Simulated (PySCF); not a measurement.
## Electronic structure of Cl3H2OPb (charge +1) in real space

Input file:

```
mol = gto.M(atom='''
Pb     0.06078    -0.10218     0.10218
Cl     1.13458     1.71611     1.19264
Cl    -1.62963    -1.28134     1.28134
Cl     1.13458    -1.19264    -1.71611
O     -1.28572     1.24428    -1.24428
H     -1.51140     2.16893    -1.05496
H     -1.51140     1.05496    -2.16893''',
    basis={'Pb': 'def2-SVP', 'Cl': 'def2-SVP', 'O': 'def2-SVP', 'H': 'def2-SVP'},
    ecp={'Pb': 'def2-SVP'},
    charge=1, spin=0)
mf = dft.RKS(mol, xc='PBE0')
mf.grids.atom_grid = (75, 302)  # f atoms: at least (60, 302), unpruned
mf = mf.density_fit()  # Pb def2-universal-JKFIT, Cl def2-universal-JKFIT, O def2-universal-JKFIT, H def2-universal-JKFIT
mf.conv_tol = 1e-09; mf.max_cycle = 55
mf.kernel(dm0)
```

Launched as:

```sh
OMP_NUM_THREADS=2 python run.py
```

Core potentials replace the inner electrons of Pb.

Level of theory: PySCF, RKS PBE0, Pb def2-SVP with ECP60, Cl def2-SVP, O def2-SVP, H def2-SVP; non-relativistic Hamiltonian with scalar-relativistic core potentials where named; density fitting.

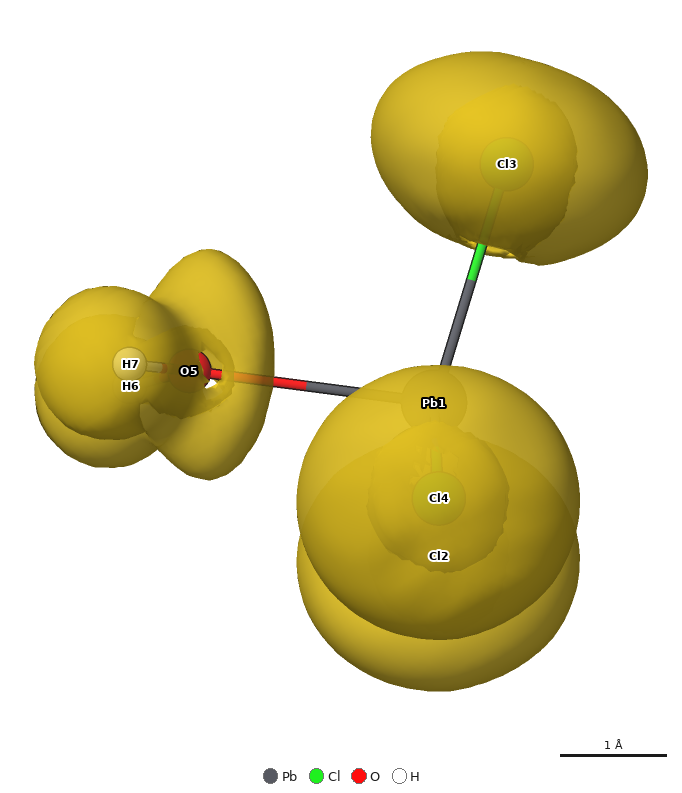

Figure 1. Isosurface of the electron localisation function at 0.75 (yellow), seen from one side. Core shells and regions of very low density are left out.

> What do the ELF domains correspond to?

At this value the surface marks out three regions wrapped around Cl (the valence shell of each) and one joined region spread over several atoms (H, O), in which their bonds and any lone pairs are merged. Along the contacts the grid gives the following. Pb–O (2.33 Å): the ELF peaks at about 0.90 in the valence shell of O, 0.6 Å from its nucleus, and drops to about 0.10 between the two atoms. Pb–Cl (2.37 Å): the ELF peaks at about 0.75 in the valence shell of Cl, 0.8 Å from its nucleus, and drops to about 0.25 between the two atoms.

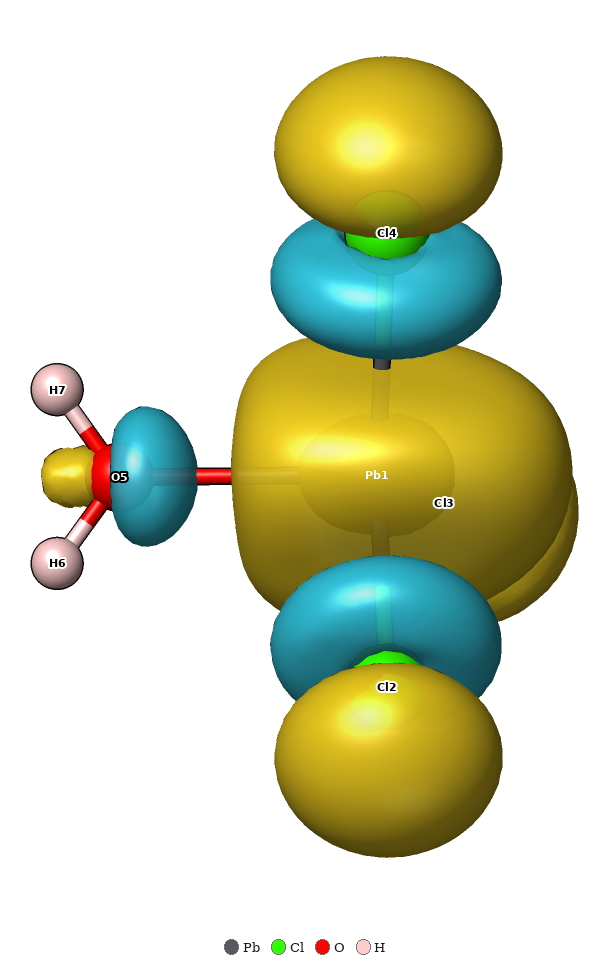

Figure 2. The LUMO at ±0.08 Å⁻³ᐟ² (yellow and cyan are the two phases), seen across its widest extent.

> Describe this orbital and give its energy.

Its weight (Hirshfeld) is mainly on Pb1 (about 30 %), Cl3 (about 25 %), Cl2 (about 20 %) and Cl4 (about 20 %). Its energy is −9.83 eV.

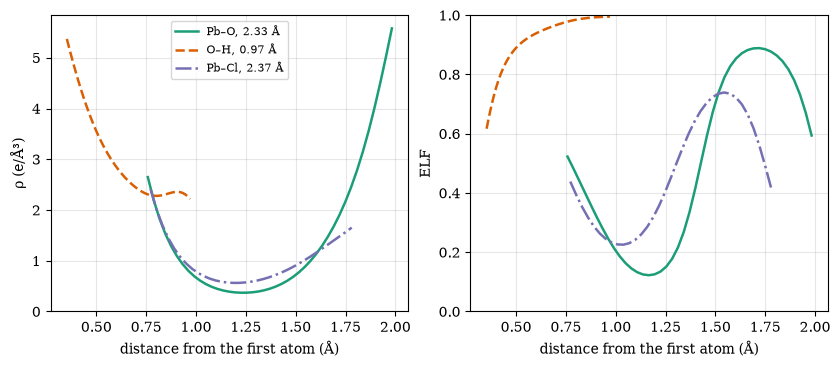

Figure 3. Electron density and electron localisation function along straight lines between neighbouring atoms. The curves leave out the atomic cores.

> What can be read from the curves?

Pb–O (2.33 Å): ρ at the midpoint is about 0.39 e/Å³; the ELF peaks at about 0.90 in the valence shell of O, 0.6 Å from its nucleus, and drops to about 0.10 between the two atoms.
O–H (0.97 Å): ρ at the midpoint is about 3.7 e/Å³; the ELF climbs to about 1 towards the hydrogen, as it does in any bond to H (an ordinary covalent bond to hydrogen).
Pb–Cl (2.37 Å): the density is about 0.56 e/Å³ at the midpoint; the ELF peaks at about 0.75 in the valence shell of Cl, 0.8 Å from its nucleus, and drops to about 0.25 between the two atoms.
